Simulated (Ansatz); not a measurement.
The structure below was relaxed with DFT with PBEsol, PAW potentials and a 420 eV plane-wave cutoff in Ansatz (a program for electronic structure), spin-orbit coupling left out, at pressure −2 GPa.

```yaml
crystal:
  lattice:
    - [5.49520, 0.00000, 0.00000]
    - [0.00000, 5.49520, 0.00000]
    - [0.00000, 0.00000, 3.19151]
  atoms:
    - { symbol: Ga, position: [0.32068, 0.67932, 0.00000] }
    - { symbol: Ga, position: [0.67932, 0.32068, 0.00000] }
    - { symbol: Ga, position: [0.82068, 0.82068, 0.50000] }
    - { symbol: Ga, position: [0.17932, 0.17932, 0.50000] }
    - { symbol: N, position: [0.31775, 0.31775, 0.00000] }
    - { symbol: N, position: [0.68225, 0.68225, 0.00000] }
    - { symbol: N, position: [0.18225, 0.81775, 0.50000] }
    - { symbol: N, position: [0.81775, 0.18225, 0.50000] }
```

Question: Find the space group and the Wyckoff positions.

Answer: Space group P4₂/mnm (No. 136); a = b = 5.4952 Å, c = 3.1915 Å, α = β = γ = 90.00°

```
atom  site  symmetry       x       y       z
----  ----  --------  ------  ------  ------
Ga      4g      m.2m  0.1793  0.1793  0.5000
N       4f      m.2m  0.3177  0.3177  0.0000
```

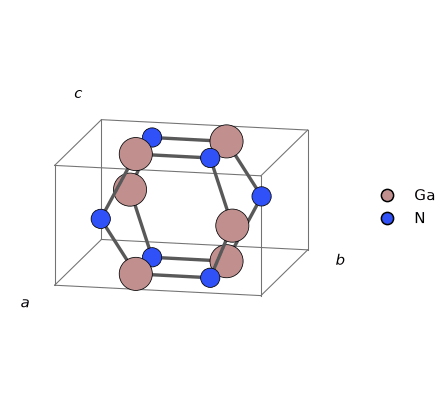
The conventional cell

Load acts through the strain it causes; cell and atoms are relaxed under it. Whether these cells are dynamically stable was not tested. The cell was made from GaN (space group P4_2/mnm, No. 136; a hypothetical phase, not in the database extracts checked) by this change: pressure −2 GPa.
